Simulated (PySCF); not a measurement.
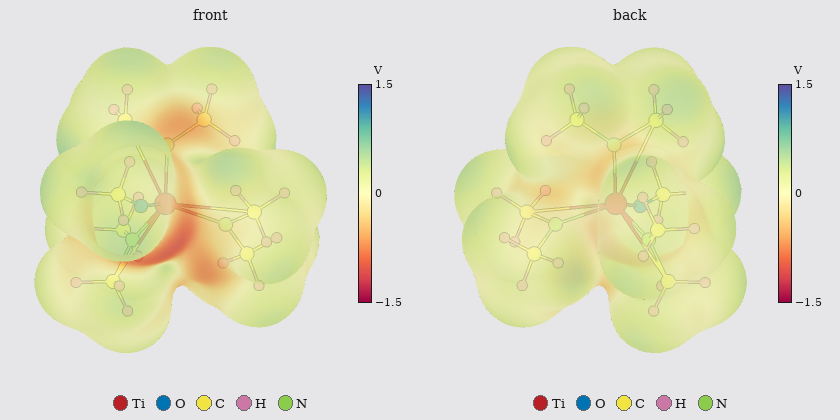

Figure. C₇H₂₁N₃OTi. The electrostatic potential painted on the density surface at 0.002 e/bohr³, seen from the front and from behind; red is negative and blue positive.

Geometry: PBE0-D3(BJ)/def2-SVP.

All numbers below come from PySCF, wB97X-D/def2-SVPD, SCF density, gas phase.

The calculation's input:

```
{"job": {"kind": "uv", "xc": "wB97X-D", "basis": "def2-SVPD", "ip": false, "nstates": 15}, "charge": 0, "multiplicity": 1}
Ti    -0.069593     0.035895     0.307945
O     -0.114271     0.329778     2.080702
C      0.265972     0.573298     3.381744
H      1.053664    -0.127619     3.716794
H     -0.590463     0.468385     4.073605
H      0.661814     1.599548     3.504727
N      1.662090    -0.363672    -0.330105
C      2.695649     0.553382     0.071242
C      2.124862    -1.469668    -1.116912
H      3.473430     0.069825     0.696905
H      2.271962     1.383651     0.662618
H      3.209995     1.005361    -0.801307
H      1.279620    -2.113004    -1.399934
H      2.625623    -1.131925    -2.047489
H      2.861054    -2.094885    -0.570112
N     -0.670177     1.548978    -0.656701
C     -0.166308     2.039669    -1.908112
C     -1.739516     2.339210    -0.106620
H     -0.947923     2.043334    -2.695926
H      0.663119     1.409598    -2.260964
H      0.206022     3.082017    -1.826315
H     -2.040656     1.952738     0.880211
H     -1.444509     3.400004     0.029060
H     -2.638339     2.334173    -0.756858
N     -1.152109    -1.427897    -0.191916
C     -2.050722    -1.516664    -1.307878
C     -1.164893    -2.582754     0.666073
H     -1.791219    -2.361133    -1.978726
H     -2.019118    -0.589805    -1.898387
H     -3.100119    -1.676966    -0.984813
H     -0.483941    -2.440537     1.521069
H     -2.174197    -2.785148     1.078995
H     -0.841122    -3.498967     0.131658
```

Launched as:

```sh
OMP_NUM_THREADS=2 python probes_run.py task.json out
```

**Where is the surface potential most negative and most positive?**

The most negative region (about −1.0 V) lies over O2, the most positive (about +0.5 V) over the H atoms.

**How polar is the molecule by this calculation?**

Its dipole moment is 0.40 D.
